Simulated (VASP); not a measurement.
Energy against volume of Ag (fcc). All values below come from rev-vdW-DF2, VASP's PBE PAW potentials (set 64) (plane waves; VASP).

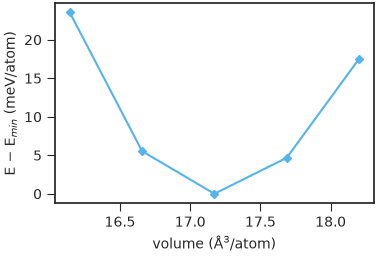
Energy against volume

### Question
Estimate the equilibrium volume and the bulk modulus.

### Answer
The minimum lies near 17.2 Å³/atom, and the curvature gives B0 of about 100 GPa.

Measured: bulk modulus 110 GPa at 0 K (computed value off by -4.8 %), as given by H. Levämäki et al., Physical Review B (2014), arXiv:1402.3671 [corrected for temperature and zero-point phonon effects]; a 4.062 Å at 0 K (computed value off by +0.8 %), as given by Daniel Mejia-Rodriguez et al., Physical Review B (2018), arXiv:1807.09216 [static lattice: zero-point anharmonic expansion removed].

The compound is Ag in the fcc structure. It was relaxed first.
